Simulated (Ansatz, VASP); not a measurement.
# Se (Selenium): VASP beside Ansatz

Wanted: the spread between two codes on one cell, functional and k mesh. The cell comes out of the VASP series on this material, whose earlier steps may have relaxed, scaled or displaced it; both programs get it as it stands.

Method: plane waves, with VASP 6.6.1 beside it; relaxation of cell and atoms at LDA, in Ansatz 0.2.0.

**1. The starting structure**

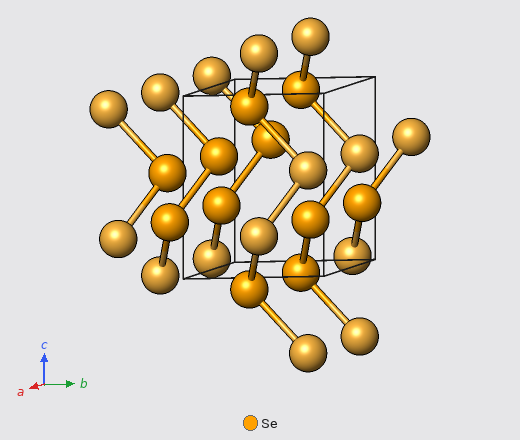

Start, viewed slightly off an axis; selenium orange. 2×1×1 cells are drawn. Some periodic images of atoms are drawn too.

Coordinates:

```xyz
3
Lattice="3.9530 0.0000 0.0000 -1.9765 3.4234 0.0000 0.0000 0.0000 5.1181" Properties=species:S:1:pos:R:3 pbc="T T T"
Se    1.4708    2.5476    0.0000
Se   -0.5056    0.8758    3.4121
Se    1.0113    0.0000    1.7060
```

**2. VASP: relaxation of cell and atoms, LDA**

The relaxed volume is the usual yardstick between codes: its relative difference is about their pressure difference at one cell divided by the bulk modulus.

Lines of VASP's logs that name or quote its potential files are left out, and so is its time.

Contents of INCAR:

```
SYSTEM = Se
PREC = Accurate
ENCUT = 450
EDIFF = 1E-06
NELM = 100
ISMEAR = 0
SIGMA = 0.03
LREAL = .FALSE.
ALGO = Normal
GGA = CA
NBANDS = 15
LORBIT = 11
LWAVE = .FALSE.
LCHARG = .FALSE.
KPAR = 4
IBRION = 2
NSW = 50
ISIF = 3
EDIFFG = -0.01
```

Contents of POSCAR:

```
Se
1.0
    3.9529613245      0.0000000000      0.0000000000
   -1.9764806623      3.4233649272      0.0000000000
    0.0000000000      0.0000000000      5.1180901385
Se
3
Direct
    0.7441752317      0.7441752317      0.0000000000
    0.0000000000      0.2558247683      0.6666666667
    0.2558247683      0.0000000000      0.3333333333
```

Contents of KPOINTS:

```
Automatic mesh
0
Gamma
6 6 4
0 0 0
```

The projector-augmented-wave data sets are Se (LDA family, release 64).

The run is started by

```
$ mpirun -np 4 vasp_std
```

Numbers of over 12 decimals in the logs are rounded to 6 here.

What it wrote:

```text
[banner, memory and clock lines left out]
running    4 mpi-ranks, on    1 nodes
 distrk:  each k-point on    1 cores,    4 groups
 distr:  one band on    1 cores,    1 groups

 POSCAR found type information on POSCAR Se
 POSCAR found :  1 types and       3 ions
 LDA part: xc-table for (Slater(with rela. corr.)+CA(PZ))
 , standard interpolation
 POSCAR, INCAR and KPOINTS ok, starting setup
 FFT: planning ... GRIDC
 FFT: planning ... GRID_SOFT
 FFT: planning ... GRID
 WAVECAR not read
 entering main loop
       N       E                     dE             d eps       ncg     rms          rms(c)
DAV:   1     0.717745621328E+02    0.71775E+02   -0.68859E+03   720   0.910E+02
DAV:   2    -0.801539041545E+01   -0.79790E+02   -0.75657E+02   960   0.152E+02
DAV:   3    -0.125299959506E+02   -0.45146E+01   -0.44912E+01   846   0.417E+01
DAV:   4    -0.125603215401E+02   -0.30326E-01   -0.30317E-01   937   0.407E+00
DAV:   5    -0.125605095937E+02   -0.18805E-03   -0.18805E-03   888   0.309E-01    0.761E+00
DAV:   6    -0.124970806290E+02    0.63429E-01   -0.30345E-02   874   0.112E+00    0.465E+00
DAV:   7    -0.124739623118E+02    0.23118E-01   -0.58707E-02   874   0.150E+00    0.185E-01
DAV:   8    -0.124730874940E+02    0.87482E-03   -0.84724E-03   797   0.587E-01    0.111E-01
DAV:   9    -0.124731133975E+02   -0.25904E-04   -0.23847E-04   986   0.107E-01    0.301E-02
DAV:  10    -0.124731063146E+02    0.70829E-05   -0.28800E-05   881   0.359E-02    0.643E-03
DAV:  11    -0.124731068011E+02   -0.48649E-06   -0.57436E-06   881   0.139E-02
   1 F= -.12473107E+02 E0= -.12473107E+02  d E =-.124731E+02
 curvature:   0.00 expect dE= 0.000E+00 dE for cont linesearch  0.000E+00
 trial: gam= 0.00000 g(F)=  0.120E-05 g(S)=  0.629E-05 ort = 0.000E+00 (trialstep = 0.100E+01)
 search vector abs. value=  0.749E-05
 reached required accuracy - stopping structural energy minimisation
```

Parts of OUTCAR (step 2):

```text
ion  position               nearest neighbor table
   1  0.744  0.744  0.000-   3 2.45   2 2.45
   2  0.000  0.256  0.667-   1 2.45   3 2.45
   3  0.256  0.000  0.333-   1 2.45   2 2.45

  LATTYP: Found a hexagonal cell.
 ALAT       =     3.9529613245
 C/A-ratio  =     1.2947483465

 Subroutine GETGRP returns: Found  6 space group operations
 (whereof  2 operations were pure point group operations)

The static configuration has the point symmetry C_2 .
 The point group associated with its full space group is D_3 .

 Found     24 irreducible k-points:

   k-points           NKPTS =     24   k-points in BZ     NKDIM =     24   number of bands    NBANDS=     15

   dimension x,y,z NGX =    28 NGY =   28 NGZ =   36
   dimension x,y,z NGXF=    56 NGYF=   56 NGZF=   72

   ENCUT  =  450.0 eV  33.07 Ry    5.75 a.u.   6.84  6.84  8.85*2*pi/ulx,y,z

   NELECT =      18.0000    total number of electrons

 k-points in reciprocal lattice and weights: Automatic mesh
   0.00000000  0.00000000  0.00000000       0.007
   0.16666667  0.00000000  0.00000000       0.042
   0.33333333 -0.00000000  0.00000000       0.042
   0.50000000 -0.00000000  0.00000000       0.021
   0.16666667  0.16666667  0.00000000       0.042
   0.33333333  0.16666667  0.00000000       0.083
   0.33333333  0.33333333  0.00000000       0.014
   0.00000000  0.00000000  0.25000000       0.014
   0.16666667  0.00000000  0.25000000       0.042
[...]
0.33333333  0.16666667  0.50000000       0.083
   0.33333333  0.33333333  0.50000000       0.014

 average (electrostatic) potential at core
       1 -60.7854       2 -60.7854       3 -60.7854

 E-fermi :   4.5820

 k-point     1 :       0.0000    0.0000    0.0000
  band No.  band energies     occupation
    ...
      5       0.9900      2.00000
      6       0.9900      2.00000
      7       2.4362      2.00000
      8       2.4362      2.00000
      9       3.7069      2.00000
     10       5.7350      0.00000
     11       5.7350      0.00000
     12       6.3919      0.00000
     13      10.6022      0.00000
     14      10.6022      0.00000
    ...

 k-point     2 :       0.1667    0.0000    0.0000
  band No.  band energies     occupation
    ...
      5       0.2411      2.00000
      6       0.7159      2.00000
      7       2.8073      2.00000
      8       3.2614      2.00000
      9       3.5739      2.00000
     10       5.5329      0.00000
     11       5.6854      0.00000
     12       6.3583      0.00000
     13      10.0363      0.00000
     14      10.5969      0.00000
    ...

 k-point     3 :       0.3333   -0.0000    0.0000
  band No.  band energies     occupation
    ...
      5      -0.5499      2.00000
      6       0.2207      2.00000
      7       1.6759      2.00000
      8       3.0652      2.00000
      9       3.4561      2.00000
     10       5.6501      0.00000
     11       5.8518      0.00000
     12       7.7146      0.00000
     13       8.8109      0.00000
     14      11.6639      0.00000
    ...

  Total       -0.0120160     -0.0120160      0.0101162      0.0000000     -0.0000000      0.0000000
  in kB       -0.2779621     -0.2779621      0.2340146      0.0000000     -0.0000000      0.0000000
  external PRESSURE =      -0.1073032 kB  Pullay stress =       0.0000000 kB

  energy-cutoff  :      450.00
  volume of cell :       69.26
      direct lattice vectors                 reciprocal lattice vectors
     3.952961324  0.000000000  0.000000000     0.252974901  0.146055127  0.000000000
    -1.976480662  3.423364927  0.000000000     0.000000000  0.292110254  0.000000000
     0.000000000  0.000000000  5.118090139     0.000000000  0.000000000  0.195385383

 POSITION                                       TOTAL-FORCE (eV/Angst)
 -----------------------------------------------------------------------------------
      1.47085      2.54758      0.00000         0.001437      0.002489      0.000000
     -0.50563      0.87578      3.41206         0.001437     -0.002489      0.000000
      1.01127      0.00000      1.70603        -0.002874      0.000000     -0.000000
 -----------------------------------------------------------------------------------
    total drift:                                0.000000      0.000000     -0.000000

  FREE ENERGIE OF THE ION-ELECTRON SYSTEM (eV)
  ---------------------------------------------------
  free  energy   TOTEN  =       -12.4731068011 eV

  energy  without entropy=      -12.4731068011  energy(sigma->0) =      -12.47310680

 reached required accuracy - stopping structural energy minimisation

 total charge
# of ion       s       p       d       tot
------------------------------------------
    1        1.531   2.139   0.059   3.730
    2        1.531   2.139   0.059   3.730
    3        1.531   2.139   0.059   3.730
--------------------------------------------------
tot          4.592   6.418   0.178  11.189

[... 3 further parts left out ...]
```

CONTCAR:

```
Se
   1.00000000000000
     3.9529613244999999    0.0000000000000000    0.0000000000000000
    -1.9764806623000000    3.4233649272000002    0.0000000000000000
     0.0000000000000000    0.0000000000000000    5.1180901385000004
  Se
     3
Direct
     0.7441752316999981    0.7441752316999981    0.0000000000000000
     0.0000000000000000    0.2558247683000019    0.6666666667000030
     0.2558247683000019    0.0000000000000000    0.3333333332999970
```

**3. Ansatz: relaxation of cell and atoms, LDA**

Ansatz runs on its default PAW (the set named soft_2) files.

The same cell, functional (in two slightly different forms), mesh and smearing now go to Ansatz, which takes its cutoff from its data sets.

Contents of input.yaml:

```yaml
crystal:
  lattice:
    - [3.9529613245, 0.0, 0.0]
    - [-1.9764806623, 3.4233649272, 0.0]
    - [0.0, 0.0, 5.1180901385]
  atoms:
    - { symbol: Se, position: [0.7441752317, 0.7441752317, 0.0] }
    - { symbol: Se, position: [0.0, 0.2558247683, 0.6666666667] }
    - { symbol: Se, position: [0.2558247683, 0.0, 0.3333333333] }
hamiltonian:
  xc: lda
  pseudopotentials: { kind: paw }
kpoints:
  mp_grid: { grid: [6, 6, 4] }
scf:
  occupations: { method: gaussian, width: 0.03 }
relax:
  f_tol: 0.01
  max_steps: 60
  cell: { stress_tol: 0.05 }
output:
  forces: true
  stress: true
  write_density: true
  write_potential: true
  elf: true
  volumetric_format: npy
```

The run is started by

```
$ ansatz run input.yaml --threads 4 --pin off --max-ram 9216MiB --backend cpu --events-out ev --progress --plain --runs-dir out
```

What it wrote:

```text
Engine: ansatz 0.2.0, aarch64-unknown-linux-gnu
Pseudopotentials: kind: paw
Pseudopotential: Se, paw, valence charge 16, recommended cutoff 420 eV (normal), Se.paw.azcp
Functional definition: SPW92
  exchange = slater_x
  correlation = pw_c
Crystal: 3 atoms, lattice volume = 69.260 Å³
Basis set: ecut = 420 eV, 1385 PW (Γ)
Bands: 29, of which v1, the nominal top of the filled ones, is band 24 counted from 1 (23 counted from 0)
Symmetry: 6 space group operations
Space group: P3121 (ITA 152), of the structure as read, at distance tolerance 4.1e-5 Å
k-points: 24 of 144 (time reversal used)
Non-local potential: Se, projectors of the file, l = 0: 2, l = 1: 2, l = 2: 3, l = 3: 1
PAW form: soft (Blöchl's): semilocal exchange-correlation on the pseudo side does not see the compensation charge
PAW frozen core: Se, regenerated for the run's functional, and the local potential with it (the file was generated under x = pbe(κ = 0.804, μ = 0.219515), c = pbe(β = 0.066725))
PAW one-centre angular grid: Se, 590 points (default); XC on 64 Gauss nodes
Initial density: superposition of atomic densities (neutral atoms: chi_scale 0, normalization atom), corrected by the library's trained network
Initial wavefunctions: pseudopotential atomic-orbital guess
Functional: x = slater, c = lda
SCF iter   1: F=—  HF=-16149.775533 eV  |F-HF|=—  |Δ(HF+E_count)|=         —  Δρ=5.44e-3  dr2=9.62e-3  ethr=1.77e-3  ⟨swp⟩=6.2  Hψ=2958  notcnv=0
preconditioner: auto → Resta (q_TF=auto, 2.567 Å⁻¹)  ε∞=4.3  [insulator: Δε(μ)=0.287 eV  Ē_g=10.487 eV  σ=0.030 eV  W_gap=1.00  n_scr=22 (ndim 8)  ℏωp=18.9 eV  f_vac=0.031  D(μ)=0.00/eV (n_scr^D=0)  ε∞_Penn≈4.3]
SCF iter   2: F=—  HF=-16149.773047 eV  |F-HF|=—  |Δ(HF+E_count)|=   2.49e-3  Δρ=2.94e-3  dr2=3.13e-3  ethr=2.00e-5  ⟨swp⟩=1.5  Hψ=916  notcnv=0  defer=1
SCF iter   3: F=—  HF=-16149.772169 eV  |F-HF|=—  |Δ(HF+E_count)|=   8.78e-4  Δρ=2.19e-4  dr2=2.75e-5  ethr=6.52e-6  ⟨swp⟩=2.0  Hψ=981  notcnv=0  defer=1
SCF iter   4: F=—  HF=-16149.772168 eV  |F-HF|=—  |Δ(HF+E_count)|=   8.91e-7  Δρ=8.91e-5  dr2=4.68e-6  ethr=5.73e-8  ⟨swp⟩=2.0  Hψ=1235  notcnv=0  defer=1
SCF iter   5: F=—  HF=-16149.772169 eV  |F-HF|=—  |Δ(HF+E_count)|=   7.12e-7  Δρ=2.09e-5  dr2=3.59e-7  ethr=9.74e-9  ⟨swp⟩=2.0  Hψ=1237  notcnv=0  defer=1
SCF iter   6: F=-16149.772169 eV  HF=-16149.772169 eV  |F-HF|=2.71e-9  |Δ(HF+E_count)|=   1.05e-7  Δρ=5.97e-6  dr2=3.10e-8  ethr=2.08e-10  ⟨swp⟩=8.0  Hψ=5212  notcnv=0
SCF 1 converged in 6 iterations: F = -16149.772169 eV  dr2 = 3.10e-8
  greatest PAW one-centre occupation: 1.000 electrons in one spin orbital (limit 2), on the Se atom at site 1 (counted from 0), in its partial waves of l = 2
relax step   1: F+E_penalty+E_count = -16149.77216871 eV  Δ(F+E_penalty+E_count) = +0.000e0 eV  max|allowed force component| = 3.659e-2 eV/Å  Δτ_max = 0.0000 Å  P = -0.219 GPa  Ω = 69.260 Å³  (6 SCF iters, dr2 threshold 1.00e-7 eV, accepted)
[...]
relax step   2: F+E_penalty+E_count = -16149.77237760 eV  Δ(F+E_penalty+E_count) = -2.089e-4 eV  max|allowed force component| = 6.643e-3 eV/Å  Δτ_max = 0.0009 Å  P = +0.077 GPa  Ω = 69.021 Å³  energy of the carried Pulay correction = +4.550e-5 eV  (4 SCF iters, dr2 threshold 2.01e-7 eV, accepted)
[...]
relax step   3: F+E_penalty+E_count = -16149.77241283 eV  Δ(F+E_penalty+E_count) = -3.523e-5 eV  max|allowed force component| = 3.297e-3 eV/Å  Δτ_max = 0.0018 Å  P = +0.005 GPa  Ω = 69.158 Å³  energy of the carried Pulay correction = +1.939e-5 eV  (4 SCF iters, dr2 threshold 1.89e-8 eV, accepted)
[...]
relax step   4: F+E_penalty+E_count = -16149.77239485 eV  Δ(F+E_penalty+E_count) = +1.798e-5 eV  max|allowed force component| = 3.292e-3 eV/Å  Δτ_max = 0.0000 Å  P = +0.005 GPa  Ω = 69.158 Å³  stress off target by 2.40e-2 GPa  SCF on the basis re-selected at this cell (its energy is not comparable with the rows above)  (4 SCF iters)
basis re-selected at this cell: Δ(F+E_penalty+E_count) = +1.798e-5 eV, ΔP = +0.000 GPa vs the last step (what re-selecting the basis moved, of the pressure what is left beyond the Pulay correction that the steps carried, after the strain that the cell walked since its last selection, with what the two solves' SCF thresholds leave and, on support functions, any second-order correction that the steps lacked; it is no m [...]
SCF converged after 4 iterations
Free energy (F): -16149.772395 eV
Harris-Foulkes:  -16149.772395 eV  (|F-HF|=3.64e-12)
Internal energy: -16149.772395 eV  (E = F + TS)
E sigma→0 (E₀):  -16149.772395 eV
Fermi energy:    9.239941 eV
--- Per-component energies (eV) ---
  E_band       = -1140.696062
  E_kinetic    = 354.384761
  E_local      = -6988.432071  (includes V_loc(G=0)·N_el)
  E_nonlocal   = -1763.038092
  E_hartree    = 3457.559385
  E_xc         = -310.175569
  E_vxc        = -294.576000  (∫ρ·V_xc dr)
  E_paw        = -5483.034143  (= ΣΔE_a)
  E_vpaw       = 635.848325  (= ΣTr[D̂ρ^β])
  E_aug_tail   = -0.001764  (compensation charges beyond the density's cutoff)
  E_ewald      = -5423.686989
  E_core_change = 6.652087  (= ΣΔE_core)
  E_smearing   = -0.000000  (= −TS)
  E_closure    = -0.000000  (closes the sum)
  Σ components = -16149.772395   (vs F -16149.772395, Δ=0.00e0)
--- Forces (eV/Å), atoms counted from 1 ---
  atom   1  Se     0.00164596     0.00285088     0.00000000
  atom   2  Se     0.00164596    -0.00285088     0.00000000
  atom   3  Se    -0.00329192    -0.00000000     0.00000000
  max |Σ_I F_I| component: 3.70e-17 eV/Å
--- Stress (GPa, compression-positive) ---
        0.019903      -0.000000       0.000000
        0.000000       0.019903      -0.000000
        0.000000      -0.000000      -0.023961
  P = ⅓ Tr σ = 0.0053 GPa (0.053 kbar)
--- Band table (eV; the first three rows and the last of 24) ---
  k-point 0: bands = [... 20 lower, 5.6453, 7.1096, 7.1096, 8.3903, 10.4170, 10.4170, 11.0784, 15.2981, ... 1 higher]
  k-point 1: bands = [... 20 lower, 6.0635, 7.2108, 7.3746, 8.2339, 10.0133, 10.0838, 10.4611, 14.8723, ... 1 higher]
  k-point 2: bands = [... 20 lower, 5.9042, 7.5778, 7.7452, 7.7452, 9.8195, 9.8195, 9.8339, 14.3843, ... 1 higher]
  k-point 23: bands = [... 20 lower, 3.1664, 7.8513, 9.0913, 9.0913, 9.3865, 11.0531, 11.0531, 16.2573, ... 1 higher]
--- Relaxed structure (3 steps of the walk, 3 accepted, 1 SCFs on fresh bases) ---
  F+E_penalty+E_count = -16149.77239485 eV   max|allowed force component| = 3.292e-3 eV/Å   (the final SCF, on the basis selected at the relaxed cell)
  cell:  # Å, volume = 69.1580 Å³
    - [3.950788, 2.8851652468533843e-11, 0]
    - [-1.975394, 3.421483, 1.3557915456664213e-19]
    - [0, 1.520228668424197e-19, 5.116160]
  atoms:
    - { symbol: Se, position: [0.744849, 0.744849, 0] }
    - { symbol: Se, position: [-2.7755575615629166e-17, 0.255151, 0.666667] }
    - { symbol: Se, position: [0.255151, 0, 0.333333] }
```

Run time: 3.8 s. Hardware: 4 threads of Arm Neoverse V1, shared host; peak memory 0.35 GiB.

**4. Differences**

Known differences besides the PAW data sets themselves: the two LDA forms differ slightly; both relaxations stop at a tolerance, which leaves soft axes loose, and VASP keeps its plane-wave basis; the data sets hold 48 valence electrons in Ansatz (default PAW (the set named soft_2) files) and 18 in VASP; the cutoff is 420 eV in Ansatz and 450 eV in VASP; Ansatz makes its cores anew for this functional, VASP keeps those of its LDA data sets; Ansatz adds a Pulay correction to the stress that steers its cell, VASP none. Total energies have different zeros and are not compared.

Both answers:

| quantity | Ansatz | VASP | difference |
| --- | --- | --- | --- |
| volume (Å³) | 69.16 | 69.26 | -0.15 % |
| edge a after relaxation, in the typed setting (Å) | 3.951 | 3.953 | -0.06 % |
| edge c after relaxation, in the typed setting (Å) | 5.116 | 5.118 | -0.04 % |

The walks stopped with 0.01 GPa left in Ansatz and -0.01 GPa in VASP; each walk ends within a tolerance, so the volume difference is uncertain by about these residues over the bulk modulus, most in soft cells.

**5. Outcome**

```json
{
 "difference in volume (relaxation of cell and atoms, LDA)": "-0.15 %"
}
```

In words: The difference in volume is -0.15 % (relaxation of cell and atoms, LDA), within the 1.2 % picked in this series as the mark of a large difference, as far as the stopping tolerances let one tell. Differences of this kind measure data sets and numerical settings, not the functional's error against experiment.

[Lines on the potential files, build, host, timing and source positions are cut from VASP's logs without a mark.]

[Logs are printed without paths, hosts, clocks, repeated set-up lines and the standing remarks that a program may print on its own settings, such as how far it seeks lower states.]

[Hosts, paths, dates, database ids (printed as entryN), source tags and the programs' standing remarks are cut or masked in the printed files.]
